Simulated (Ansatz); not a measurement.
## Geometry relaxation of Ge3H7ClO (part 1 of 2)

System: Ge3H7ClO.
Method: RKS PBE0-D4/def2-TZVP (Ansatz 0.2.0).

Figures and captions count atoms from 1; the log counts them from 0 in places.

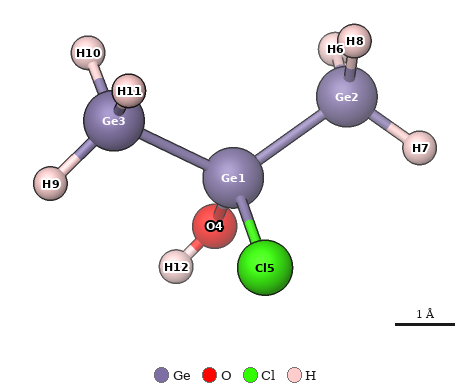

The starting structure (ball-and-stick view, seen at a tilt; atoms are numbered from 1 in the order of the input). Sticks mark near contacts. Bond lengths as drawn: Cl–Ge 2.18 Å, Ge–Ge 2.43 to 2.44 Å, Ge–H 1.53 to 1.54 Å, Ge–O 1.78 Å and H–O 0.96 Å.

## The input
```yaml
crystal:
  periodic: [false, false, false]
  atoms:
    - {symbol: Ge, position_ang: [-0.928673, 0.326502, 0.342347]}
    - {symbol: Ge, position_ang: [-0.001640, 1.292267, -1.684812]}
    - {symbol: Ge, position_ang: [-3.330592, -0.032796, 0.534760]}
    - {symbol: O, position_ang: [-0.042863, -1.198913, 0.610673]}
    - {symbol: Cl, position_ang: [-0.423080, 1.642617, 2.006761]}
    - {symbol: H, position_ang: [0.037571, 0.223306, -2.784910]}
    - {symbol: H, position_ang: [1.403497, 1.831934, -1.401528]}
    - {symbol: H, position_ang: [-0.927691, 2.439303, -2.116780]}
    - {symbol: H, position_ang: [-3.612658, -0.761399, 1.857410]}
    - {symbol: H, position_ang: [-3.823845, -0.891245, -0.640267]}
    - {symbol: H, position_ang: [-4.049407, 1.322606, 0.521982]}
    - {symbol: H, position_ang: [-0.227028, -1.588844, 1.469818]}
basis:
  gaussian: {orbitals: def2-TZVP}
hamiltonian: {xc: pbe0, dispersion: d4}
relax: {f_tol: 0.005, max_steps: 200}
```

Launch command:
```bash
ansatz run in.yaml --threads 4 --pin off --events-out ev --progress --plain --max-ram 66560MiB --backend cuda --devices 0, --max-vram 37GiB
```

## Log
```
Functional definition: PBE0
  name "PBE0"
  cite "Adamo & Barone, J. Chem. Phys. 110, 6158 (1999) doi:10.1063/1.478522"
  cite "Perdew, Burke & Ernzerhof, Phys. Rev. Lett. 77, 3865 (1996) doi:10.1103/PhysRevLett.77.3865"
  parent pbe
  parameter a = 0.25
  parameter kappa = 0.804
  parameter beta = 0.06672455060314922
  exchange = (1 - a)*pbe_x(kappa = kappa, mu = beta*pi^2/3) + a*exact_x
  correlation = pbe_c(beta = beta)
1930 factors; their error is unknown
mean field evaluation 1: about -184208.2874 eV, gradient 6.0e1 eV
mean field evaluation 2: about -184190.2471 eV, gradient 1.1e2 eV
mean field evaluation 4: about -184213.5252 eV, gradient 6.0e0 eV
mean field evaluation 8: about -184214.4212 eV, gradient 2.7e-1 eV
mean field evaluation 16: about -184214.4213 eV, gradient 6.4e-5 eV
mean field -184214.42129707 eV, -6769.7551176480 hartree, gradient 6.4e-5 eV, S^2 0.000000; 0 other end points of the search recorded, 0 dependent functions left out
the calculation of the forces begins
reference -184214.42133724 eV, -6769.7551191240 hartree; 64, 64 occupied and 190, 190 virtual orbitals, 1930 factors
relax step   1: F+E_penalty+E_count = -184214.71816679 eV  Δ(F+E_penalty+E_count) = +0.000e0 eV  max|allowed force component| = 9.895e-2 eV/Å  Δτ_max = 0.0000 Å  (28 SCF iters, accepted)
these checks for a lower state are left out or cut short: starts, cluster_reference, orbital_swaps, neighbouring_geometries, increment
1930 factors; their error is unknown
mean field -184214.41998890 eV, -6769.7550695734 hartree, gradient 1.2e-5 eV, S^2 0.000000; 0 other end points of the search recorded, 0 dependent functions left out
[... from here on the field's lines of each further geometry are left out, up to the last ...]
relax step   2: F+E_penalty+E_count = -184214.71680641 eV  Δ(F+E_penalty+E_count) = +1.360e-3 eV  max|allowed force component| = 1.098e-1 eV/Å  Δτ_max = 0.0606 Å  (32 SCF iters, rejected (line search))
relax step   3: F+E_penalty+E_count = -184214.71883740 eV  Δ(F+E_penalty+E_count) = -6.706e-4 eV  max|allowed force component| = 5.334e-2 eV/Å  Δτ_max = 0.0238 Å  (32 SCF iters, accepted)
relax step   4: F+E_penalty+E_count = -184214.71919081 eV  Δ(F+E_penalty+E_count) = -3.534e-4 eV  max|allowed force component| = 4.814e-2 eV/Å  Δτ_max = 0.0204 Å  (31 SCF iters, accepted)
relax step   5: F+E_penalty+E_count = -184214.72017341 eV  Δ(F+E_penalty+E_count) = -9.826e-4 eV  max|allowed force component| = 4.109e-2 eV/Å  Δτ_max = 0.0798 Å  (31 SCF iters, accepted)
relax step   6: F+E_penalty+E_count = -184214.72055427 eV  Δ(F+E_penalty+E_count) = -3.809e-4 eV  max|allowed force component| = 3.762e-2 eV/Å  Δτ_max = 0.0274 Å  (31 SCF iters, accepted)
relax step   7: F+E_penalty+E_count = -184214.72106188 eV  Δ(F+E_penalty+E_count) = -5.076e-4 eV  max|allowed force component| = 3.737e-2 eV/Å  Δτ_max = 0.0422 Å  (30 SCF iters, accepted)
relax step   8: F+E_penalty+E_count = -184214.72139685 eV  Δ(F+E_penalty+E_count) = -3.350e-4 eV  max|allowed force component| = 4.435e-2 eV/Å  Δτ_max = 0.0357 Å  (32 SCF iters, accepted)
relax step   9: F+E_penalty+E_count = -184214.72132312 eV  Δ(F+E_penalty+E_count) = +7.373e-5 eV  max|allowed force component| = 6.442e-2 eV/Å  Δτ_max = 0.0796 Å  (31 SCF iters, rejected (line search))
relax step  10: F+E_penalty+E_count = -184214.72184487 eV  Δ(F+E_penalty+E_count) = -4.480e-4 eV  max|allowed force component| = 2.419e-2 eV/Å  Δτ_max = 0.0389 Å  (31 SCF iters, accepted)
relax step  11: F+E_penalty+E_count = -184214.72190134 eV  Δ(F+E_penalty+E_count) = -5.647e-5 eV  max|allowed force component| = 1.728e-2 eV/Å  Δτ_max = 0.0417 Å  (31 SCF iters, accepted)
relax step  12: F+E_penalty+E_count = -184214.72204758 eV  Δ(F+E_penalty+E_count) = -1.462e-4 eV  max|allowed force component| = 1.105e-2 eV/Å  Δτ_max = 0.0113 Å  (32 SCF iters, accepted)
relax step  13: F+E_penalty+E_count = -184214.72207245 eV  Δ(F+E_penalty+E_count) = -2.487e-5 eV  max|allowed force component| = 9.119e-3 eV/Å  Δτ_max = 0.0033 Å  (24 SCF iters, accepted)
relax step  14: F+E_penalty+E_count = -184214.72210414 eV  Δ(F+E_penalty+E_count) = -3.169e-5 eV  max|allowed force component| = 4.980e-3 eV/Å  Δτ_max = 0.0083 Å  (32 SCF iters, accepted)
relax step  15: F+E_penalty+E_count = -184214.72211941 eV  Δ(F+E_penalty+E_count) = -1.527e-5 eV  max|allowed force component| = 7.047e-3 eV/Å  Δτ_max = 0.0123 Å  (32 SCF iters, accepted)
relax step  16: F+E_penalty+E_count = -184214.72212516 eV  Δ(F+E_penalty+E_count) = -5.749e-6 eV  max|allowed force component| = 6.731e-3 eV/Å  Δτ_max = 0.0093 Å  (32 SCF iters, accepted)
relax step  17: F+E_penalty+E_count = -184214.72212802 eV  Δ(F+E_penalty+E_count) = -2.858e-6 eV  max|allowed force component| = 5.212e-3 eV/Å  Δτ_max = 0.0034 Å  (23 SCF iters, accepted)
the calculation of the forces begins
reference -184214.42537463 eV, -6769.7552674954 hartree; 64, 64 occupied and 190, 190 virtual orbitals, 1930 factors
relax step  18: F+E_penalty+E_count = -184214.72212971 eV  Δ(F+E_penalty+E_count) = -1.693e-6 eV  max|allowed force component| = 2.201e-3 eV/Å  Δτ_max = 0.0009 Å  (22 SCF iters, accepted)
```

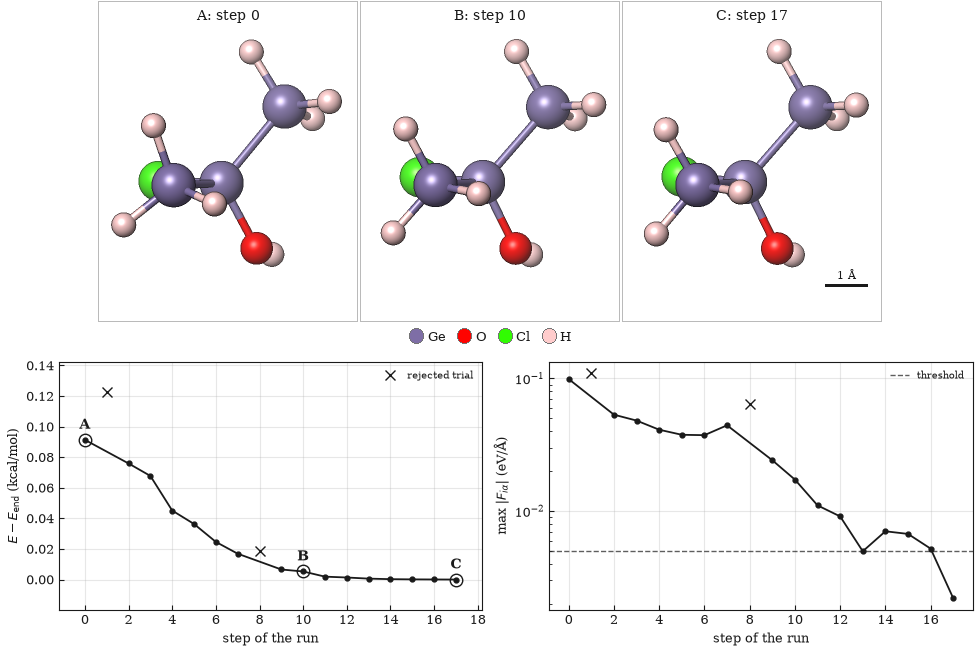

Frames of the relaxation (ball-and-stick view, seen at an oblique angle) above the curves, on which the letters mark them (the first geometry is step 0 here and step 1 in the log).

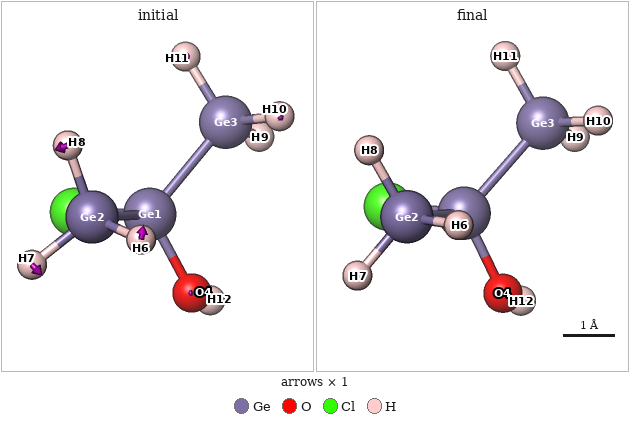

Before (left) and after (right) the relaxation, at one scale (ball-and-stick view, seen at an oblique angle). The pink arrows give the displacements, at true length. The largest moves after the best rigid fit, 0.31 Å, are those of H7 and H8. By element the largest moves are H 0.31 Å, Cl 0.11 Å, O 0.08 Å, Ge 0.05 Å. After 17 geometry steps the energy has fallen by 0.09 kcal/mol. The largest force component goes from 0.099 to 0.0022 eV/Å. The line search rejected the trial steps at points 1, 8 (counted from 0) and went back. (Atoms are counted from 1 in the order of the input.)

```
1930 factors; their error is unknown
mean field -184214.42533436 eV, -6769.7552660156 hartree, gradient 1.1e-5 eV, S^2 0.000000; 1 other end points of the search recorded, 0 dependent functions left out
the calculation of the forces begins
reference -184214.42537463 eV, -6769.7552674954 hartree; 64, 64 occupied and 190, 190 virtual orbitals, 1930 factors
Total energy: -184214.72216998 eV, -6769.7661745235 hartree
Atom 0 at    -0.943651     0.348926     0.346639 Å, force     0.001049    -0.001119    -0.000157 eV/Å
Atom 1 at    -0.004113     1.297489    -1.680030 Å, force     0.000414    -0.000096    -0.000497 eV/Å
Atom 2 at    -3.335633    -0.080594     0.519331 Å, force    -0.000458     0.000358     0.000219 eV/Å
Atom 3 at    -0.001906    -1.133038     0.644055 Å, force    -0.002163     0.002201     0.001066 eV/Å
Atom 4 at    -0.503971     1.718827     1.988255 Å, force    -0.000150    -0.000361    -0.000361 eV/Å
Atom 5 at    -0.228214     0.326275    -2.847970 Å, force     0.000238     0.000464     0.000501 eV/Å
Atom 6 at     1.494026     1.542758    -1.469371 Å, force    -0.000432    -0.000165    -0.000143 eV/Å
Atom 7 at    -0.723169     2.622010    -1.971176 Å, force     0.000095    -0.000399     0.000112 eV/Å
Atom 8 at    -3.615866    -0.770166     1.863206 Å, force     0.000088    -0.000024     0.000143 eV/Å
Atom 9 at    -3.785721    -0.995221    -0.630508 Å, force     0.000391     0.000126    -0.000069 eV/Å
Atom 10 at    -4.097650     1.249435     0.448196 Å, force    -0.000104    -0.000222     0.000038 eV/Å
Atom 11 at    -0.180541    -1.521364     1.504826 Å, force     0.001032    -0.000762    -0.000853 eV/Å
Dipole moment:    -0.274654    -0.149909    -0.181102 e Å
```

## Trajectory as extended XYZ (Å, eV, eV/Å), 18 frames, from step=1 to step=18
```
12
Properties=species:S:1:pos:R:3:forces:R:3 step=1 energy=-184214.71817
Ge   -0.9287    0.3265    0.3423    0.0333  -0.0989   0.0247
Ge   -0.0016    1.2923   -1.6848   -0.0342  -0.0032   0.0183
Ge   -3.3306   -0.0328    0.5348    0.0080   0.0111  -0.0029
O    -0.0429   -1.1989    0.6107   -0.0174   0.0654  -0.0317
Cl   -0.4231    1.6426    2.0068   -0.0035   0.0198   0.0077
H     0.0376    0.2233   -2.7849    0.0014   0.0006  -0.0053
H     1.4035    1.8319   -1.4015    0.0154  -0.0085   0.0042
H    -0.9277    2.4393   -2.1168    0.0122  -0.0002  -0.0058
H    -3.6127   -0.7614    1.8574   -0.0023  -0.0007   0.0006
H    -3.8238   -0.8912   -0.6403   -0.0035  -0.0010  -0.0005
H    -4.0494    1.3226    0.5220   -0.0090   0.0003   0.0002
H    -0.2270   -1.5888    1.4698   -0.0005   0.0153  -0.0094
12
Properties=species:S:1:pos:R:3:forces:R:3 step=2 energy=-184214.71681 accepted=F
Ge   -0.9397    0.3231    0.3527    0.1098   0.0006  -0.0798
Ge   -0.0057    1.2801   -1.6736   -0.0373   0.0307   0.0031
Ge   -3.3444   -0.0244    0.5341   -0.0001  -0.0490   0.0314
O    -0.0080   -1.1796    0.5865   -0.1012   0.0321   0.0653
Cl   -0.4380    1.6458    2.0143   -0.0145  -0.0092   0.0054
H     0.0351    0.2120   -2.7747   -0.0064  -0.0057   0.0020
H     1.4034    1.8098   -1.3873    0.0038  -0.0059   0.0065
H    -0.9220    2.4317   -2.1132    0.0143   0.0145  -0.0179
H    -3.6291   -0.7523    1.8565   -0.0171  -0.0019   0.0020
H    -3.8381   -0.8831   -0.6407    0.0058  -0.0005  -0.0011
H    -4.0667    1.3294    0.5194    0.0264   0.0038  -0.0011
H    -0.1735   -1.5872    1.4415    0.0165  -0.0095  -0.0159
12
Properties=species:S:1:pos:R:3:forces:R:3 step=3 energy=-184214.71884
Ge   -0.9326    0.3252    0.3459    0.0430  -0.0533  -0.0109
Ge   -0.0039    1.2883   -1.6807   -0.0266   0.0097   0.0073
Ge   -3.3354   -0.0304    0.5350    0.0045  -0.0095   0.0088
O    -0.0318   -1.1927    0.6007   -0.0358   0.0488   0.0031
Cl   -0.4295    1.6442    2.0095   -0.0050   0.0058   0.0050
H     0.0355    0.2197   -2.7813   -0.0016  -0.0022  -0.0019
H     1.4036    1.8218   -1.3953    0.0094  -0.0074   0.0039
H    -0.9235    2.4385   -2.1174    0.0112   0.0039  -0.0060
H    -3.6198   -0.7588    1.8573   -0.0055  -0.0005   0.0007
H    -3.8289   -0.8888   -0.6401   -0.0003  -0.0004  -0.0010
H    -4.0549    1.3247    0.5214    0.0024   0.0016  -0.0006
H    -0.2053   -1.5866    1.4603    0.0042   0.0035  -0.0083
12
Properties=species:S:1:pos:R:3:forces:R:3 step=4 energy=-184214.71919
Ge   -0.9345    0.3262    0.3435    0.0435  -0.0481  -0.0009
Ge   -0.0030    1.2883   -1.6803   -0.0251   0.0040   0.0028
Ge   -3.3355   -0.0340    0.5343   -0.0004  -0.0084   0.0081
O    -0.0301   -1.1881    0.6034   -0.0276   0.0368   0.0035
Cl   -0.4368    1.6545    2.0015   -0.0043   0.0041   0.0091
H     0.0215    0.2253   -2.7867   -0.0010  -0.0007  -0.0046
H     1.4107    1.8039   -1.3946    0.0145  -0.0045   0.0021
H    -0.9116    2.4507   -2.1061    0.0083   0.0095  -0.0111
H    -3.6153   -0.7602    1.8587   -0.0083  -0.0023   0.0010
H    -3.8285   -0.8955   -0.6387   -0.0017  -0.0001   0.0007
H    -4.0570    1.3200    0.5199    0.0013   0.0000  -0.0014
H    -0.2065   -1.5857    1.4607    0.0008   0.0097  -0.0092
12
Properties=species:S:1:pos:R:3:forces:R:3 step=5 energy=-184214.72017
Ge   -0.9416    0.3292    0.3369    0.0248  -0.0101   0.0334
Ge   -0.0012    1.2894   -1.6801    0.0054   0.0153  -0.0411
Ge   -3.3376   -0.0488    0.5348   -0.0186  -0.0117   0.0034
O    -0.0208   -1.1701    0.6131    0.0010  -0.0016  -0.0002
Cl   -0.4649    1.6880    1.9783   -0.0024  -0.0092   0.0087
H    -0.0320    0.2491   -2.8098   -0.0001   0.0148   0.0121
H     1.4386    1.7330   -1.3945   -0.0106  -0.0096  -0.0079
H    -0.8579    2.5019   -2.0766    0.0156  -0.0131   0.0030
H    -3.6098   -0.7689    1.8641   -0.0045  -0.0032   0.0023
H    -3.8301   -0.9203   -0.6311   -0.0011   0.0008   0.0006
H    -4.0673    1.3008    0.5160    0.0014  -0.0006  -0.0036
H    -0.2018   -1.5779    1.4645   -0.0109   0.0284  -0.0107
```
